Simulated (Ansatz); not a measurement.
**C₄H₁₂OSi: how energies converge with the basis set**

Aim: see how fast density functionals converge with the basis set for C₄H₁₂OSi.

Method: one geometry, several basis sets; program: Ansatz 0.2.0, Gaussian basis.

Plan: PBE0-D4/def2-SVP; ωB97M-V/def2-SVP; PBE0-D4/def2-QZVPP; ωB97M-V/def2-QZVPP; the functionals' def2-TZVPP values are taken from earlier runs.

1 further run of the same task is left out (it didn't finish).

### 1 The relaxed structure

All runs share one geometry, relaxed beforehand with PBE0-D4 in a triple-zeta def2 set.

SMILES `CC(C)(C)O[SiH3]`, 18 atoms, charge 0, spin multiplicity 1.

Atoms are counted from 1 here; the program's logs count them from 0.

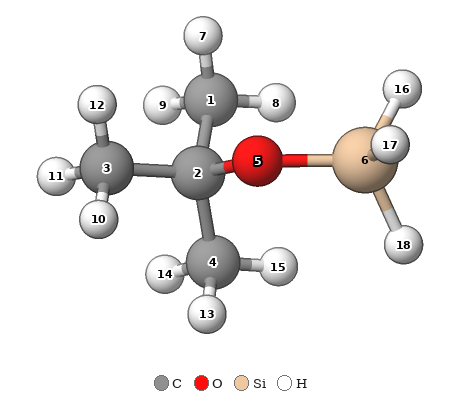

The structure; carbon grey, oxygen red, silicon light orange, hydrogen white; atoms are numbered from 1 in the order of the file.

### 2 PBE0-D4 in def2-SVP

The input, in.yaml:

```yaml
crystal:
  periodic: [false, false, false]
  atoms:
    - {symbol: C, position_ang: [0.080617, -1.541435, 0.092048]}
    - {symbol: C, position_ang: [0.374802, -0.082745, -0.224348]}
    - {symbol: C, position_ang: [1.860522, 0.120441, -0.465100]}
    - {symbol: C, position_ang: [-0.428832, 0.381070, -1.429942]}
    - {symbol: O, position_ang: [0.056141, 0.729103, 0.908822]}
    - {symbol: Si, position_ang: [-1.375412, 0.963678, 1.667685]}
    - {symbol: H, position_ang: [0.623857, -1.852591, 0.986693]}
    - {symbol: H, position_ang: [-0.986582, -1.701832, 0.264870]}
    - {symbol: H, position_ang: [0.385775, -2.181737, -0.738448]}
    - {symbol: H, position_ang: [2.069659, 1.173801, -0.660925]}
    - {symbol: H, position_ang: [2.198350, -0.468096, -1.320796]}
    - {symbol: H, position_ang: [2.429604, -0.184236, 0.415216]}
    - {symbol: H, position_ang: [-0.249855, 1.441285, -1.620358]}
    - {symbol: H, position_ang: [-0.142781, -0.183539, -2.320003]}
    - {symbol: H, position_ang: [-1.500565, 0.236612, -1.271301]}
    - {symbol: H, position_ang: [-1.939758, -0.299566, 2.220381]}
    - {symbol: H, position_ang: [-1.088549, 1.902247, 2.777821]}
    - {symbol: H, position_ang: [-2.404292, 1.558838, 0.769484]}
basis:
  gaussian: {orbitals: def2-SVP}
hamiltonian: {xc: pbe0, dispersion: d4}
output: {orbitals: {seedname: orbitals}}
```

Command:

```
ansatz run in.yaml --threads 4 --pin off --events-out ev --progress --plain --max-ram 11315MiB
```

Log:

```text
Functional definition: PBE0
  name "PBE0"
  cite "Adamo & Barone, J. Chem. Phys. 110, 6158 (1999) doi:10.1063/1.478522"
  cite "Perdew, Burke & Ernzerhof, Phys. Rev. Lett. 77, 3865 (1996) doi:10.1103/PhysRevLett.77.3865"
  parent pbe
  parameter a = 0.25
  parameter kappa = 0.804
  parameter beta = 0.06672455060314922
  exchange = (1 - a)*pbe_x(kappa = kappa, mu = beta*pi^2/3) + a*exact_x
  correlation = pbe_c(beta = beta)
1667 factors; their error is unknown
mean field evaluation 1: about -14242.2853 eV, gradient 6.3e1 eV
mean field evaluation 2: about -14237.1909 eV, gradient 7.9e1 eV
mean field evaluation 4: about -14251.3389 eV, gradient 2.8e0 eV
mean field evaluation 8: about -14251.3557 eV, gradient 2.9e-2 eV
mean field evaluation 16: about -14251.3895 eV, gradient 1.6e-5 eV
mean field -14251.38945726 eV, -523.7289026155 hartree, gradient 1.6e-5 eV, S^2 0.000000; 0 other end points of the search recorded, 0 dependent functions left out
reference -14251.38948885 eV, -523.7289037766 hartree; 29, 29 occupied and 119, 119 virtual orbitals, 1667 factors
Total energy: -14251.74528395 eV, -523.7419790053 hartree
```

Run time: 2.4 s. Hardware: 4 threads of Arm Neoverse V2, shared host.

### 3 ωB97M-V in def2-SVP

Changes to in.yaml since step 2:

```diff
@@ -23,3 +23,3 @@
   gaussian: {orbitals: def2-SVP}
-hamiltonian: {xc: pbe0, dispersion: d4}
+hamiltonian: {xc: {name: wB97M-V}}
 output: {orbitals: {seedname: orbitals}}
```

Launched as before.

Log, cut to the lines that bear on the results:

```text
Functional definition: wB97M-V
  name "wB97M-V"
  cite "Mardirossian & Head-Gordon, J. Chem. Phys. 144, 214110 (2016) doi:10.1063/1.4952647"
  cite "Becke, J. Chem. Phys. 107, 8554 (1997) doi:10.1063/1.475007"
  cite "Vydrov & Van Voorhis, J. Chem. Phys. 133, 244103 (2010) doi:10.1063/1.3521275"
  # Of w^i u^j: cxij and so on, Table III.
[...]
  gx(w, u) = 1 - cx + cx01*u + cx10*w
  gss(w, u) = css00 + css04*u^4 + css10*w + css20*w^2 + css43*w^4*u^3
  gos(w, u) = cos00 + cos10*w + (cos20 + cos21*u)*w^2 + (cos60 + cos61*u)*w^6
[...]
      + integral(e_c_pw_mod_opposite_spin*gos(b97_w_opposite, b97_u_opposite)) + vv10(b, c)
1667 factors; their error is unknown
453 factors; integrals over basis functions are off by at most 6.5e-6 eV
[...]
mean field -14258.09508995 eV, -523.9753300717 hartree, gradient 2.9e-5 eV, S^2 0.000000; 0 other end points of the search recorded, 0 dependent functions left out
reference -14258.09514060 eV, -523.9753319329 hartree; 29, 29 occupied and 119, 119 virtual orbitals, 1667 factors
Total energy: -14258.09514060 eV, -523.9753319329 hartree
```

Run time: 9 s. Hardware: 4 threads of Arm Neoverse V2, shared host.

### 4 PBE0-D4 in def2-QZVPP

Changes to in.yaml since step 3:

```diff
@@ -22,4 +22,4 @@
 basis:
-  gaussian: {orbitals: def2-SVP}
-hamiltonian: {xc: {name: wB97M-V}}
+  gaussian: {orbitals: "def2-QZVPP.json"}
+hamiltonian: {xc: pbe0, dispersion: d4}
 output: {orbitals: {seedname: orbitals}}
```

The command is unchanged.

Log:

```text
Functional definition: PBE0
  name "PBE0"
  cite "Adamo & Barone, J. Chem. Phys. 110, 6158 (1999) doi:10.1063/1.478522"
  cite "Perdew, Burke & Ernzerhof, Phys. Rev. Lett. 77, 3865 (1996) doi:10.1103/PhysRevLett.77.3865"
  parent pbe
  parameter a = 0.25
  parameter kappa = 0.804
  parameter beta = 0.06672455060314922
  exchange = (1 - a)*pbe_x(kappa = kappa, mu = beta*pi^2/3) + a*exact_x
  correlation = pbe_c(beta = beta)
2011 factors; their error is unknown
mean field evaluation 1: about -14248.4980 eV, gradient 7.9e1 eV
mean field evaluation 2: about -14236.4104 eV, gradient 1.1e2 eV
mean field evaluation 4: about -14261.9760 eV, gradient 5.7e0 eV
mean field evaluation 8: about -14262.0401 eV, gradient 5.2e-1 eV
mean field evaluation 16: about -14262.0404 eV, gradient 3.6e-5 eV
mean field -14262.04041935 eV, -524.1203182529 hartree, gradient 3.6e-5 eV, S^2 0.000000; 0 other end points of the search recorded, 0 dependent functions left out
reference -14262.04046885 eV, -524.1203200719 hartree; 29, 29 occupied and 686, 686 virtual orbitals, 2011 factors
Total energy: -14262.39626395 eV, -524.1333953007 hartree
```

Wall time 25 s (4 threads of Arm Neoverse V2, shared host); peak memory 3.6 GiB.

### 5 ωB97M-V in def2-QZVPP

Changes to in.yaml since step 4:

```diff
@@ -23,3 +23,3 @@
   gaussian: {orbitals: "def2-QZVPP.json"}
-hamiltonian: {xc: pbe0, dispersion: d4}
+hamiltonian: {xc: {name: wB97M-V}}
 output: {orbitals: {seedname: orbitals}}
```

Same command.

Log, cut to the lines that bear on the results:

```text
Functional definition: wB97M-V
  name "wB97M-V"
  cite "Mardirossian & Head-Gordon, J. Chem. Phys. 144, 214110 (2016) doi:10.1063/1.4952647"
  cite "Becke, J. Chem. Phys. 107, 8554 (1997) doi:10.1063/1.475007"
  cite "Vydrov & Van Voorhis, J. Chem. Phys. 133, 244103 (2010) doi:10.1063/1.3521275"
  # Of w^i u^j: cxij and so on, Table III.
[...]
  gx(w, u) = 1 - cx + cx01*u + cx10*w
  gss(w, u) = css00 + css04*u^4 + css10*w + css20*w^2 + css43*w^4*u^3
  gos(w, u) = cos00 + cos10*w + (cos20 + cos21*u)*w^2 + (cos60 + cos61*u)*w^6
[...]
      + integral(e_c_pw_mod_opposite_spin*gos(b97_w_opposite, b97_u_opposite)) + vv10(b, c)
1991 factors; their error is unknown
573 factors; integrals over basis functions are off by at most 9.0e-6 eV
[...]
mean field -14269.13068835 eV, -524.3808808328 hartree, gradient 4.6e-5 eV, S^2 0.000000; 0 other end points of the search recorded, 0 dependent functions left out
reference -14269.13076716 eV, -524.3808837289 hartree; 29, 29 occupied and 686, 686 virtual orbitals, 1991 factors
Total energy: -14269.13076716 eV, -524.3808837289 hartree
```

It took 50 s on 4 threads of Arm Neoverse V2, shared host; peak memory 4.4 GiB.

### 6 Density functionals: the series

The def2-TZVPP values come from earlier runs at the same geometry.

| functional | basis | functions | energy (eV) | from the largest (eV) | HOMO (eV) | LUMO (eV) |
| --- | --- | --- | --- | --- | --- | --- |
| PBE0-D4 | def2-SVP | 148 | -14251.7453 | 10.651 | -7.90 | 0.97 |
| PBE0-D4 | def2-TZVPP | 365 | -14261.7533 | 0.643 | -7.99 | 0.48 |
| PBE0-D4 | def2-QZVPP | 715 | -14262.3963 | 0.000 | -8.01 | 0.28 |
| ωB97M-V | def2-SVP | 148 | -14258.0951 | 11.036 | -10.22 | 2.76 |
| ωB97M-V | def2-TZVPP | 365 | -14268.5199 | 0.611 | -10.34 | 2.05 |
| ωB97M-V | def2-QZVPP | 715 | -14269.1308 | 0.000 | -10.36 | 1.57 |

### 7 Results

| quantity | value |
| --- | --- |
| PBE0-D4: double and triple zeta above quadruple | 10.65, 0.64 eV |
| ωB97M-V: double and triple zeta above quadruple | 11.04, 0.61 eV |

What this shows: PBE0-D4 gains 10.01 eV from double to triple zeta, then 0.64 eV more. Total energies overstate the basis error of differences, where much of it tends to cancel. The LUMO of ωB97M-V is positive and keeps falling with the basis (2.76 to 1.57 eV): an unbound level that the basis holds in place.

For PBE0-D4 the largest set took about 10 times as long as the smallest (25 s against 2.4 s).
